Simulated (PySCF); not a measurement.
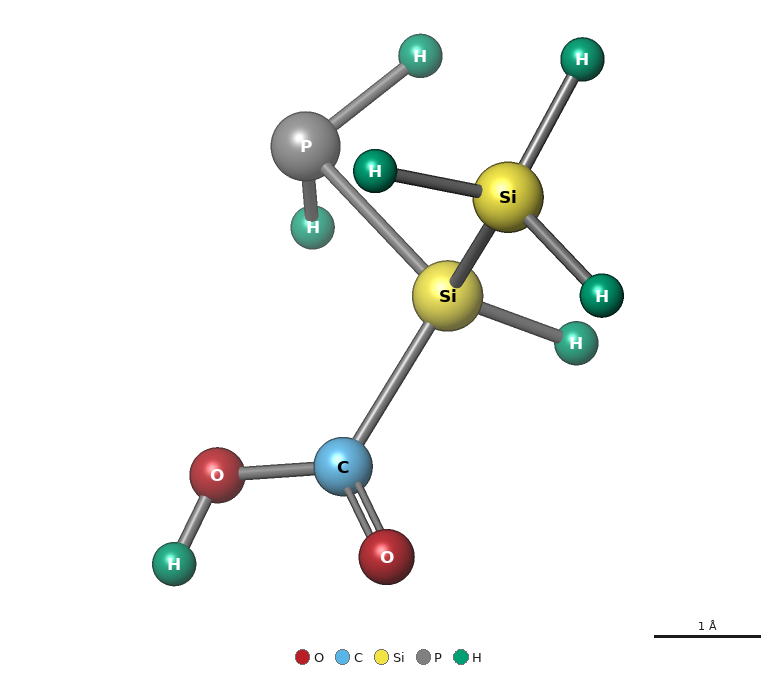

Atoms fade into the background with distance from the viewer. The computed structure is the end point of a PBE0-D3(BJ)/def2-SVP optimisation. No frequency run is at hand to confirm it as a minimum. Masses are those of the most abundant isotopes; constants are for the rigid equilibrium geometry.

Q: Classify the rotor and give the rotational constants (cm⁻¹).

A: An asymmetric top (C1): A = 0.0557, B = 0.0518, C = 0.0296 cm⁻¹. Ray's parameter κ is 0.70, nearer the oblate limit.
